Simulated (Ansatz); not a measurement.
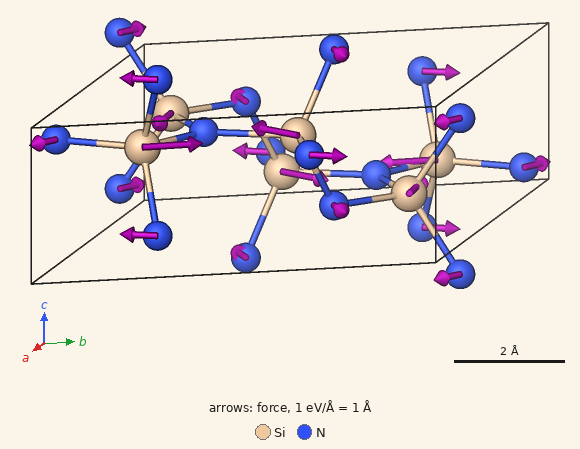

Starting geometry of solid Si₃N₄ (set up in P6_3/m) with the computed forces as purple arrows. The picture is a ball-and-stick view of the cell of the calculation, seen slightly off an axis.

All numbers below come from DFT, PBE, plane-wave PAW, default files, scalar-relativistic, frozen cores (Ansatz 0.2.0). (plane-wave cutoff 420 eV; k-point mesh 4 × 4 × 9; occupations fermi dirac; smearing width 0.01 eV; no spin polarisation; potentials kind: paw, frozen_core: stored; atoms relaxed in a fixed cell; force threshold 0.02 eV/Å; at most 60 steps)

Is this structure relaxed? If not, where do the atoms go?

It isn't relaxed: the largest force vector, on Si atoms, is 1.17 eV/Å. The final displacements follow the starting forces only in part (cosine between the two patterns 0.68). After 4 geometry steps the energy has fallen by 12.3 meV per atom. The largest force component goes from 1.2 to 0.0014 eV/Å. The largest moves, 0.046 Å, are those of Si atoms. Largest moves by element: Si 0.046 Å, N 0.040 Å. The cell doesn't change. Among the contacts that change: N–Si 1.715 → 1.739 Å, N–Si 1.745 → 1.733 Å. Among the angles between lasting bonds that change: N–Si–N 110.6° → 107.9°, N–Si–N 107.7° → 110.3°. The space group stays P6_3/m (No. 176). Cost: 38 s on 2 threads of Arm Neoverse N1, on a shared host, peak memory 0.47 GiB.
